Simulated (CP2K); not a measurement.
**SiHSF2 (SMILES F[SiH](F)[S]): AM1**

What is the energy change on altering one bond length of SiHSF2 at AM1? 

Program for the calculation: CP2K 2026.2.

4 further runs of the same task are left out: 2 that didn't finish, 2 set aside as unsound or not needed.

## 1. The system as given

SiHSF2 has 5 atoms, charge 0, and is taken as a doublet. As SMILES, `F[SiH](F)[S]`. The coordinates come from a PBE0-D4/def2-TZVP relaxation.

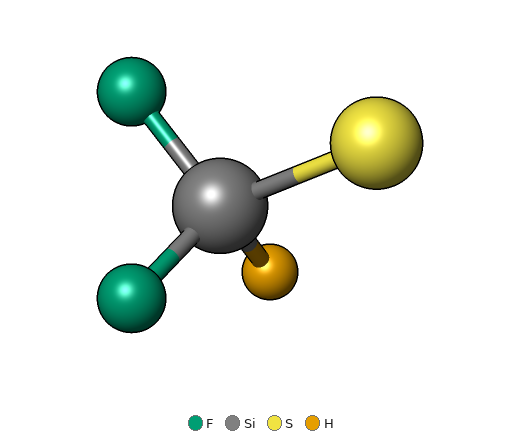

The structure, seen from a chosen angle (fluorine teal, silicon grey, sulfur yellow, hydrogen amber).

## 2. Energy and gradient at AM1

molecule.inp

```
&GLOBAL
 PROJECT_NAME molecule
 RUN_TYPE ENERGY_FORCE
 PRINT_LEVEL MEDIUM
&END
&FORCE_EVAL
 METHOD Quickstep
 &DFT
  MULTIPLICITY 2
  UKS T
  &QS
   METHOD AM1
   EPS_DEFAULT 1.0E-10
   &SE
    &COULOMB
     CUTOFF [angstrom] 50
     RC_RANGE [angstrom] 0
    &END
    &EXCHANGE
     CUTOFF [angstrom] 50
     RC_RANGE [angstrom] 0
    &END
   &END
  &END
  &POISSON
   PERIODIC NONE
   POISSON_SOLVER ANALYTIC
  &END
  &SCF
   SCF_GUESS ATOMIC
   EPS_SCF 1.0E-07
   MAX_SCF 80
   ADDED_MOS 8
   &DIAGONALIZATION
    ALGORITHM STANDARD
   &END
   &MIXING
    METHOD DIRECT_P_MIXING
    ALPHA 0.4
   &END
  &END
  &PRINT
   &MOMENTS
    PERIODIC F
    REFERENCE COM
    MAX_MOMENT 1
   &END
   &MO ON
    ENERGIES T
    OCCUPATION_NUMBERS T
    NDIGITS 6
    &EACH
     QS_SCF 0
    &END
    ADD_LAST NUMERIC
   &END
   &HIRSHFELD OFF
   &END
  &END
 &END
 &SUBSYS
  &CELL
   ABC 12.7 12.3 12.9
   PERIODIC NONE
  &END
  &COORD
   F     -0.294700    -0.440200     1.515400
   Si     0.087400     0.010000     0.046800
   F      0.080600     1.592500     0.075600
   S     -1.256200    -0.752800    -1.380300
   H      1.432800    -0.483300    -0.298900
  &END
  &TOPOLOGY
   &CENTER_COORDINATES
   &END
  &END
 &END
 &PRINT
  &FORCES ON
  &END
 &END
&END
```

Run with:

```console
OMP_NUM_THREADS=1 cp2k.psmp -i molecule.inp -o molecule.out
```

The log of the run, cut to the lines that bear on the results:

```text
CP2K| version string:                                       CP2K version 2026.2
[...]
 GLOBAL| Method name                                                        CP2K
[...]
 GLOBAL| Run type                                                   ENERGY_FORCE
[...]
 *** WARNING in qs_environment.F:2191 :: More ADDED_MOs requested for beta ***
 *** spin than available.                                                  ***
 *** WARNING in qs_environment.F:2210 :: More added MOs requested than     ***
 *** available. The full set of unoccupied MOs will be used. Use           ***
 *** 'ADDED_MOS -1' to always use all available MOs and to get rid of this ***
[...]
                             - Atoms:                                          5
[...]
                             - Spherical basis functions:                     17
[...]
 Number of electrons:                                                         13
[...]
     1 P_Mix/Diag. 0.40E+00    0.0     0.36042417       -43.4243579945 -4.34E+01
[...]
    30 DIIS/Diag.  0.12E-06    0.0     0.00000010       -46.4569080181 -2.42E-13
  *** SCF run converged in    30 steps ***
  Core-core repulsion energy [eV]:                           1338.92343945726907
  Core Hamiltonian energy [eV]:                             -2140.41093554999725
  Two-electron integral energy [eV]:                         -925.33852155301827
  Electronic energy [eV]:                                   -2603.08019632650621
  Total energy [eV]:                                        -1264.15675686923737
  Atomic reference energy [eV]:                              1258.18879128790741
  Heat of formation [kcal/mol]:                              -137.62456665135170
[...]
 SE_DIPOLE| Moment [Debye]         -1.55046233       0.07473819      -0.29782843
 SE_DIPOLE| Derivative [a.u.]       0.00000000       0.00000000       0.00000000
 ENERGY| Total FORCE_EVAL ( QS ) energy [hartree]            -46.456908018099647
 FORCES| Atomic forces [hartree/bohr]
 FORCES|   Atom     x               y               z               |f|
 FORCES|      1 -7.01344147E-03 -8.33273083E-03  3.74610022E-02   3.90121706E-02
 FORCES|      2  4.07840790E-02 -9.28180713E-03 -2.31684476E-03   4.18910589E-02
 FORCES|      3  1.68067867E-03  3.88711610E-02  4.10788386E-03   3.91237339E-02
 FORCES|      4 -2.89554822E-02 -2.11185123E-02 -3.73625134E-02   5.17722794E-02
 FORCES|      5 -6.49583401E-03 -1.38110815E-04 -1.88952792E-03   6.76647987E-03
 FORCES| Sum     1.11022302E-16 -3.33066907E-16  1.66533454E-16
 FORCES| Total atomic force                                       3.88578059E-16
[...]
```

Wall time 0.48 s (1 thread of Arm Neoverse N1, shared host); peak memory 0.14 GiB.

## 3. The distorted shape, same level

run.inp

```
&GLOBAL
   PROJECT run
   RUN_TYPE ENERGY_FORCE
   PRINT_LEVEL MEDIUM
&END GLOBAL

&FORCE_EVAL
   METHOD QS
   &DFT
      MULTIPLICITY 2
      UKS T
      &QS
         METHOD AM1
         EPS_DEFAULT 1.0E-10
         &SE
            &COULOMB
               CUTOFF [angstrom] 50
               RC_RANGE [angstrom] 0
            &END COULOMB
            &EXCHANGE
               CUTOFF [angstrom] 50
               RC_RANGE [angstrom] 0
            &END EXCHANGE
         &END SE
      &END QS
      &POISSON
         PERIODIC NONE
         POISSON_SOLVER ANALYTIC
      &END POISSON
      &SCF
         SCF_GUESS ATOMIC
         EPS_SCF 1.0E-07
         MAX_SCF 40
         &OT
            MINIMIZER CG
            PRECONDITIONER FULL_SINGLE_INVERSE
         &END OT
         &OUTER_SCF
            EPS_SCF 1.0E-07
            MAX_SCF 10
         &END OUTER_SCF
      &END SCF
      &PRINT
         &MOMENTS
            PERIODIC F
            REFERENCE COM
            MAX_MOMENT 1
         &END MOMENTS
         &MO_CUBES
            NLUMO 3
            NHOMO -1
            WRITE_CUBE F
         &END MO_CUBES
         &HIRSHFELD OFF
         &END HIRSHFELD
      &END PRINT
   &END DFT
   &SUBSYS
      &CELL
         ABC 12.7 12.2 12.9
         PERIODIC NONE
      &END CELL
      &COORD
         F     -0.295380    -0.281951     1.518280
         Si     0.086720     0.168249     0.049680
         F      0.080600     1.592500     0.075600
         S     -1.256880    -0.594551    -1.377420
         H      1.432120    -0.325051    -0.296020
      &END COORD
      &TOPOLOGY
         &CENTER_COORDINATES
         &END CENTER_COORDINATES
      &END TOPOLOGY
   &END SUBSYS
   &PRINT
      &FORCES ON
      &END FORCES
   &END PRINT
&END FORCE_EVAL
```

Run with:

```console
OMP_NUM_THREADS=1 cp2k.psmp -i run.inp -o run.out
```

The log of the run, cut to the lines that bear on the results:

```text
CP2K| version string:                                       CP2K version 2026.2
[...]
 GLOBAL| Method name                                                        CP2K
[...]
 GLOBAL| Run type                                                   ENERGY_FORCE
[...]
                             - Atoms:                                          5
[...]
                             - Spherical basis functions:                     17
[...]
 Number of electrons:                                                         13
[...]
     1 OT CG       0.80E-01    0.0     0.22128954       -43.2482856432 -4.32E+01
[...]
    32 OT CG       0.37E+00    0.0     0.00000006       -46.4052930470 -1.08E-12
  *** SCF run converged in    32 steps ***
  Core-core repulsion energy [eV]:                           1377.96280911761414
  Core Hamiltonian energy [eV]:                             -2143.86992769653671
  Two-electron integral energy [eV]:                         -993.69024699642034
  Electronic energy [eV]:                                   -2640.71505119474659
  Total energy [eV]:                                        -1262.75224207713268
  Atomic reference energy [eV]:                              1258.18879128790741
  Heat of formation [kcal/mol]:                              -105.23568354125018
[...]
 SE_DIPOLE| Moment [Debye]         -1.65617997      -0.68193306      -0.48394606
 SE_DIPOLE| Derivative [a.u.]       0.00000000       0.00000000       0.00000000
 *** WARNING in qs_scf_post_se.F:140 :: Printing of MO cube files not ***
 *** implemented for Semi-Empirical method.                           ***
 ENERGY| Total FORCE_EVAL ( QS ) energy [hartree]            -46.405293046972076
 FORCES| Atomic forces [hartree/bohr]
 FORCES|   Atom     x               y               z               |f|
 FORCES|      1 -7.62896441E-03 -1.14126117E-02  3.94760001E-02   4.17947771E-02
 FORCES|      2  4.46485588E-02 -3.01695324E-01 -7.33636579E-03   3.05069475E-01
 FORCES|      3  4.52201739E-04  3.40793099E-01  1.00718092E-02   3.40942198E-01
 FORCES|      4 -3.13628398E-02 -2.45400700E-02 -4.00202359E-02   5.64576127E-02
 FORCES|      5 -6.10895640E-03 -3.14509362E-03 -2.19120766E-03   7.21195904E-03
 FORCES| Sum     1.66533454E-16 -7.21644966E-16 -2.22044605E-16
 FORCES| Total atomic force                                       7.73180868E-16
[...]
```

Wall time 2.3 s (1 thread of Arm Neoverse N1, shared host); peak memory 0.14 GiB.

## 4. Summary of results

Level: AM1.

```
                                                          quantity            value
                                         first shape: total energy     -46.45691 Eh
                                        first shape: dipole moment           1.58 D
                   first shape: HOMO energy (highest over α and β)         -9.75 eV
                    first shape: LUMO energy (lowest over α and β)         -3.11 eV
            first shape: heat of formation at this unrelaxed shape  -137.6 kcal/mol
                             first shape: largest force on an atom       2.662 eV/Å
                                     distorted shape: total energy     -46.40529 Eh
                                    distorted shape: dipole moment           1.86 D
        distorted shape: heat of formation at this unrelaxed shape  -105.2 kcal/mol
                         distorted shape: largest force on an atom      17.532 eV/Å
energy change with the Si2–F3 bond shortened from 1.583 to 1.424 Å         1.405 eV
```

What this shows: With the Si2–F3 bond shortened from 1.583 to 1.424 Å the energy rises by 1.40 eV (32 kcal/mol). The first shape isn't relaxed at this level, so the change isn't measured from a minimum. The largest force (first shape) is 2.66 eV/Å: the shape isn't a stationary point for this species at this level.
